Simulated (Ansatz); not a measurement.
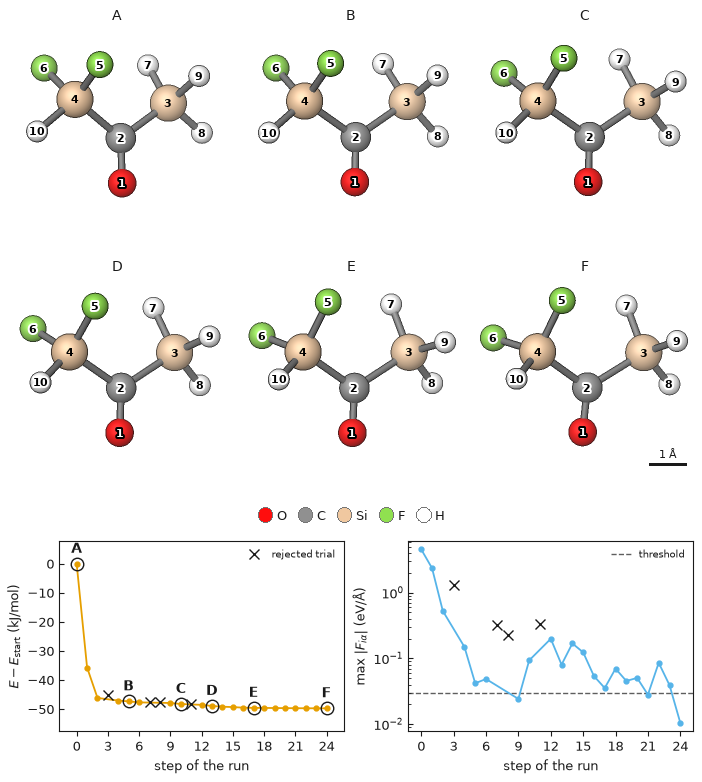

Frames of a relaxation of CH4F2OSi2 (coarse preliminary run), marked on the history of the run. A ball-and-stick model, seen at a tilt.

The start comes from a force field.

Theory: RKS PBE-D4/def2-SVP in Ansatz 0.2.0. Settings: force threshold 0.03 eV/Å; at most 200 steps.

What happens along the run?

Answer. The atom that moves furthest after the best rigid fit is F6 (0.73 Å). By element the largest moves are F 0.73 Å, H 0.54 Å, O 0.33 Å, Si 0.22 Å, C 0.11 Å. Among the contacts that change: C2–Si3 1.848 → 1.962 Å, Si4–F5 1.534 → 1.634 Å, C2–Si4 1.878 → 1.943 Å, Si3–H8 1.444 → 1.500 Å. Bond angles that change, for instance: O1–C2–Si4 124.3° → 117.9°, Si3–C2–Si4 114.4° → 119.8°, C2–Si3–H8 114.4° → 109.9°. Groups turn about C2–Si4 by about 35°. Over 20 accepted moves (24 points after the start) the energy falls by 49.7 kJ/mol. The largest force component goes from 4.6 to 0.01 eV/Å. The line search rejected the trial steps at points 3, 7, 8, 11 of the run. The forces were under the threshold at step 9, but the run went on from there. From step 0 to 5: Si3 moves most (0.15 Å), energy −47.3 kJ/mol. From step 5 to 10: F5 moves most (0.24 Å), energy −0.90 kJ/mol. From step 10 to 13: F atoms move most (0.15 Å), energy −0.68 kJ/mol. From step 13 to 17: F5 moves most (0.26 Å), energy −0.65 kJ/mol. From step 17 to 24: O1 moves most (0.18 Å), energy −0.16 kJ/mol.

| step | E − E(0), kJ/mol | largest force component, eV/Å | note |
| --- | --- | --- | --- |
| 0 | 0.00 | 4.5519 |  |
| 1 | -35.64 | 2.3612 |  |
| 2 | -46.11 | 0.5263 |  |
| 3 | -45.16 | 1.2893 | rejected |
| 4 | -47.02 | 0.1498 |  |
| 5 | -47.29 | 0.0419 |  |
| 6 | -47.63 | 0.0486 |  |
| 7 | -47.50 | 0.3198 | rejected |
| 8 | -47.39 | 0.2293 | rejected |
| 9 | -47.84 | 0.0242 |  |
| 10 | -48.20 | 0.0934 |  |
| 11 | -48.06 | 0.3393 | rejected |
| 12 | -48.49 | 0.1988 |  |
| 13 | -48.88 | 0.0803 |  |
| 14 | -49.12 | 0.1691 |  |
| 15 | -49.25 | 0.1238 |  |
| 16 | -49.45 | 0.0539 |  |
| 17 | -49.53 | 0.0354 |  |
| 18 | -49.54 | 0.0699 |  |
| 19 | -49.58 | 0.0454 |  |
| 20 | -49.61 | 0.0506 |  |
| 21 | -49.64 | 0.0281 |  |
| 22 | -49.66 | 0.0857 |  |
| 23 | -49.68 | 0.0392 |  |
| 24 | -49.69 | 0.0105 |  |
